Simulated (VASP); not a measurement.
Band structure of PtS$_{2}$ (1T layered). Level of theory: PBEsol GGA with spin-orbit coupling, VASP's PBE PAW potentials (set 64) (plane waves; VASP).

Without a dispersion term in the relaxation, distances and binding between the weakly bound layers, chains or molecules are unreliable, and so is what depends on them.

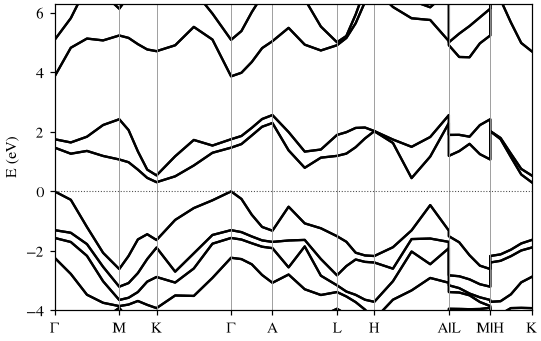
*Bands along high-symmetry lines, zero at the valence-band maximum or, without a gap, the Fermi level*

**Question.** Read the plot: is there a gap, and where are the band edges?

**Answer.** The gap is indirect, 0.30 eV, from the valence maximum at Γ to the conduction minimum at (0.00, 0.29, 0.25).

The compound is PtS2 in the 1T layered structure. It was relaxed first.
